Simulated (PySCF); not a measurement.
# PBE/STO-6G run of [NO2]+ (SMILES O=[N+]=O)

What is the vertical ionisation energy of [NO2]+ at PBE/STO-6G? 

The calculation is run with PySCF 2.14.0.

7 further runs of the same task are left out: 7 set aside as unsound or not needed.

## (1) Starting point

[NO2]+: 3 atoms, total charge +1, spin state singlet. As SMILES, `O=[N+]=O`. The shape is that of a PBE0-D4/def2-TZVP optimisation.

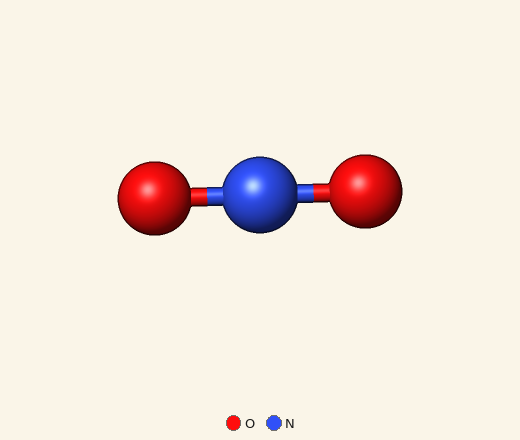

The structure, seen from a chosen angle (oxygen red, nitrogen blue).

## (2) The energy at PBE/STO-6G

input.xyz

```xyz
3

O     -0.572980     0.927020    -0.209580
N     -0.000010    -0.000010     0.000000
O      0.572990    -0.927010     0.209580
```

calc.py

```python
from pyscf import gto, dft

mol = gto.M(
    atom='input.xyz',
    charge=1,
    verbose=4,
    max_memory=1860,
    basis='sto-6g',
    spin=0,
)

ks = dft.RKS(mol, xc='pbe')
ks.grids.level = 5
ks.conv_tol = 1e-10
ks.kernel()
if not ks.converged:
    ks = ks.newton().run(ks.mo_coeff, ks.mo_occ)

e_final = ks.e_tot
print('E(%s) = %.9f' % ('PBE', e_final))
```

Launch:

```console
OMP_NUM_THREADS=1 python calc.py
```

Standard output:

```text
PySCF version 2.14.0

[INPUT] num. atoms = 3
[INPUT] num. electrons = 22
[INPUT] charge = 1
[INPUT] spin (= nelec alpha-beta = 2S) = 0
[INPUT] symmetry False subgroup None
[INPUT] Mole.unit = angstrom
[INPUT] Symbol           X                Y                Z      unit          X                Y                Z       unit  Magmom
[INPUT]  1 O     -0.572980000000   0.927020000000  -0.209580000000 AA   -1.082775274853   1.751813911994  -0.396048801186 Bohr   0.0
[INPUT]  2 N     -0.000010000000  -0.000010000000   0.000000000000 AA   -0.000018897261  -0.000018897261   0.000000000000 Bohr   0.0
[INPUT]  3 O      0.572990000000  -0.927010000000   0.209580000000 AA    1.082794172115  -1.751795014733   0.396048801186 Bohr   0.0

nuclear repulsion = 68.6641622036056
number of shells = 9
number of NR pGTOs = 90
number of NR cGTOs = 15
basis = sto-6g
ecp = {}

[... 54 lines left out ...]
converged SCF energy = -203.667813760513
E(PBE) = -203.667813761
```

Wall time 1.4 s (1 thread of AMD EPYC 9R45 (Zen 5), shared host); peak memory 0.18 GiB.

## (3) Doublet [NO2]2+

calc.py

```python
from pyscf import gto, dft

molecule = gto.M(
    atom='''
O     -1.082775     1.751814    -0.396049
N     -0.000019    -0.000019     0.000000
O      1.082794    -1.751795     0.396049
''',
    basis='sto-6g',
    spin=1,
    unit='bohr',
    verbose=3,
    charge=2,
    max_memory=1860,
)

mf = dft.UKS(molecule, xc='pbe')
mf.grids.level = 5
mf.conv_tol = 1e-10
mf.kernel()
if not mf.converged:
    mf = mf.newton().run(mf.mo_coeff, mf.mo_occ)

e_tot = mf.e_tot
print(f'total energy: {e_tot:.8f} hartree')
```

Launch:

```console
OMP_NUM_THREADS=1 python calc.py
```

Standard output:

```text
converged SCF energy = -202.73585007937  <S^2> = 0.7616311  2S+1 = 2.0115975
total energy: -202.73585008 hartree
```

Run time: 1.7 s. Hardware: 1 thread of AMD EPYC 9R45 (Zen 5), shared host; peak memory 0.18 GiB.

## (4) Summary of results

Level: PBE/STO-6G.

| quantity | value |
| --- | --- |
| singlet [NO2]+: total energy | -203.66781 Eh |
| singlet [NO2]+: HOMO energy | -19.12 eV |
| singlet [NO2]+: LUMO energy | -12.15 eV |
| singlet [NO2]+: HOMO–LUMO gap | 6.97 eV |
| doublet [NO2]2+: total energy | -202.73585 Eh |
| doublet [NO2]2+: HOMO energy (highest over α and β) | -31.89 eV |
| doublet [NO2]2+: LUMO energy (lowest over α and β) | -31.46 eV |
| doublet [NO2]2+: ⟨S²⟩ | 0.762 |
| vertical ionisation energy (to the doublet dication) | 25.360 eV |

**Reading.** Removing an electron at fixed nuclei costs 25.36 eV (2447 kJ/mol). −ε(HOMO) before ionisation, 19.12 eV, is 6.24 eV below this ionisation energy. In a minimal basis such a difference can be off by several eV, whatever the method.
